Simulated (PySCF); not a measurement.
Run report: CH₂Cl₃Si, geometry relaxation

- system: CH₂Cl₃Si, multiplicity 2
- method: PBE0-D3(BJ)/def2-SVP geometry optimisation, gas phase (PySCF 2.14.0)

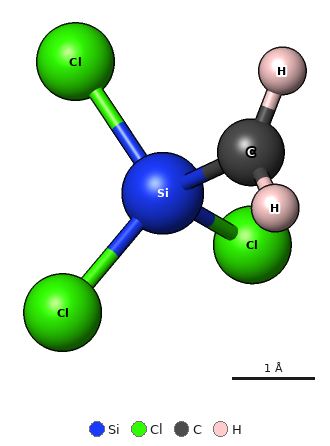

Fig. 1: The structure as given in the input (ball-and-stick view, seen at a tilt). Bond lengths as drawn: Cl–Si 2.00 to 2.03 Å, C–H 1.06 to 1.08 Å and C–Si 1.87 Å.

Input:
```
{"job": {"xc": "PBE0", "basis": "def2-SVP", "d3": "d3bj", "grid": 2, "kind": "geom", "shake": 0.01}, "charge": 0, "multiplicity": 2}
Si     0.675827    -0.067417     0.025180
Cl     1.475759     1.793099    -0.116563
Cl     1.307854    -1.211940    -1.493635
Cl     1.274560    -0.871008     1.778447
C     -1.189405     0.077184    -0.066095
H     -1.805930    -0.698289    -0.455558
H     -1.708048     0.944367     0.305377
```

The first line tells a small driver script what to run in PySCF; the rest is the geometry in Å.

Hardware: 1 CPU thread, shared host.

Run as:
```bash
OMP_NUM_THREADS=1 python <driver script> task.json out
```

What the program printed:
```
step   0  E = -1708.33688070  max force = 0.033932
step   1  E = -1708.33981096  max force = 0.008140
step   2  E = -1708.34010099  max force = 0.003275
step   3  E = -1708.34017308  max force = 0.000793
step   4  E = -1708.34017676  max force = 0.000333
optimisation converged
```

Trajectory as extended XYZ (Å, eV, eV/Å), 5 frames, from step=0 to step=4:
```
7
Properties=species:S:1:pos:R:3:forces:R:3 step=0 energy=-46486.21431
Si    0.6758   -0.0674    0.0252   -1.7441   0.5775   0.0777
Cl    1.4758    1.7931   -0.1166    0.2332   0.4052  -0.0538
Cl    1.3078   -1.2119   -1.4936    0.3913  -0.5838  -0.7158
Cl    1.2746   -0.8710    1.7785    0.2265  -0.3184   0.5879
C    -1.1894    0.0772   -0.0661    1.7449   0.2463   0.2862
H    -1.8059   -0.6983   -0.4556   -0.5958  -0.9115  -0.4468
H    -1.7081    0.9444    0.3054   -0.2560   0.5847   0.2647
7
Properties=species:S:1:pos:R:3:forces:R:3 step=1 energy=-46486.29405
Si    0.6025   -0.0598   -0.0851    0.4186  -0.2504   0.1188
Cl    1.4346    1.8097   -0.2749   -0.1159  -0.1146   0.0106
Cl    1.2642   -1.2397   -1.6441   -0.1645   0.1730   0.1849
Cl    1.3297   -0.9011    1.6620   -0.0967   0.1429  -0.2297
C    -1.2154    0.0167   -0.0261   -0.1759   0.0667  -0.1330
H    -1.8440   -0.8021   -0.3979    0.0781   0.0450   0.0501
H    -1.7438    0.8863    0.3832    0.0563  -0.0626  -0.0017
7
Properties=species:S:1:pos:R:3:forces:R:3 step=2 energy=-46486.30194
Si    0.6082   -0.0654   -0.0793    0.1684  -0.1284   0.0856
Cl    1.4238    1.8054   -0.2741   -0.0318  -0.0193   0.0024
Cl    1.2447   -1.2386   -1.6422   -0.0706   0.0672   0.0776
Cl    1.3334   -0.8963    1.6629   -0.0350   0.0671  -0.1132
C    -1.2115    0.0205   -0.0312   -0.0341   0.0255  -0.0861
H    -1.8320   -0.8026   -0.3995   -0.0047  -0.0020   0.0194
H    -1.7388    0.8870    0.3804    0.0078  -0.0100   0.0143
7
Properties=species:S:1:pos:R:3:forces:R:3 step=3 energy=-46486.30390
Si    0.6137   -0.0701   -0.0740   -0.0408  -0.0266   0.0228
Cl    1.4165    1.8033   -0.2739    0.0109   0.0260  -0.0016
Cl    1.2304   -1.2392   -1.6390    0.0089  -0.0169  -0.0167
Cl    1.3421   -0.8907    1.6622    0.0097   0.0041  -0.0015
C    -1.2087    0.0210   -0.0382    0.0167   0.0146  -0.0187
H    -1.8345   -0.8012   -0.3984    0.0025  -0.0127   0.0021
H    -1.7317    0.8869    0.3786   -0.0080   0.0115   0.0136
7
Properties=species:S:1:pos:R:3:forces:R:3 step=4 energy=-46486.30400
Si    0.6129   -0.0708   -0.0743   -0.0171  -0.0033   0.0131
Cl    1.4168    1.8029   -0.2754    0.0071   0.0134  -0.0031
Cl    1.2282   -1.2415   -1.6392    0.0035  -0.0106  -0.0087
Cl    1.3440   -0.8896    1.6614    0.0062  -0.0001   0.0016
C    -1.2090    0.0230   -0.0384    0.0063   0.0051  -0.0110
H    -1.8323   -0.8021   -0.3972   -0.0057  -0.0007   0.0046
H    -1.7329    0.8881    0.3801   -0.0002  -0.0038   0.0034
```

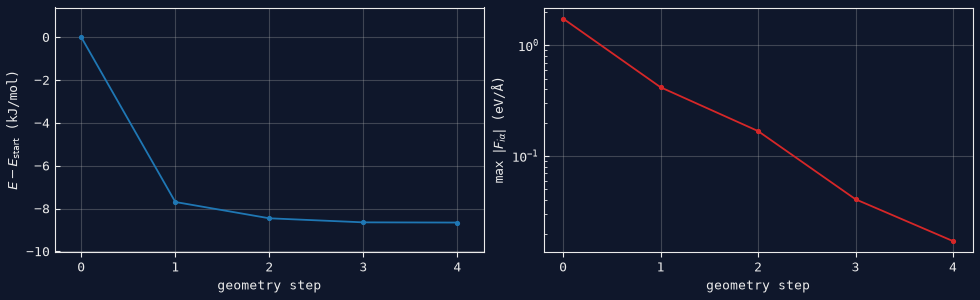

Fig. 2: Progress of the relaxation, step by step (steps are counted from 0).

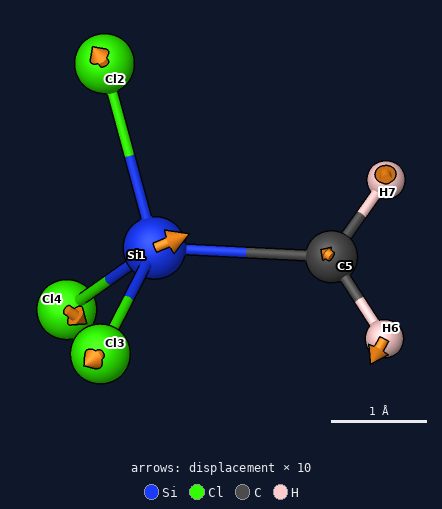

Fig. 3: The starting structure with the displacements as orange arrows, magnified 10 times (ball-and-stick view, seen at a tilt). The two geometries are laid on each other by the best rigid fit. The atom that moves furthest after the best rigid fit is Si1 (0.041 Å). Largest moves by element: Si 0.041 Å, H 0.032 Å, Cl 0.031 Å, C 0.016 Å. Among the contacts that change: Si1–C5 1.873 → 1.825 Å, Si1–Cl3 2.004 → 2.049 Å, Si1–Cl4 2.019 → 2.054 Å, C5–H6 1.064 → 1.094 Å. After 4 geometry steps the energy has fallen by 8.65 kJ/mol. The largest force component goes from 1.7 to 0.017 eV/Å. (Atoms are counted from 1 in the order of the input.)

Results in brief:

| quantity | value |
| --- | --- |
| outcome | converged |
| total energy | −1708.340177 hartree |
| ⟨S²⟩ | 0.754 |
| dipole moment | 1.98 D |
| point group | Cs |
| wall time | 46 s |
| peak memory | 0.47 GiB |
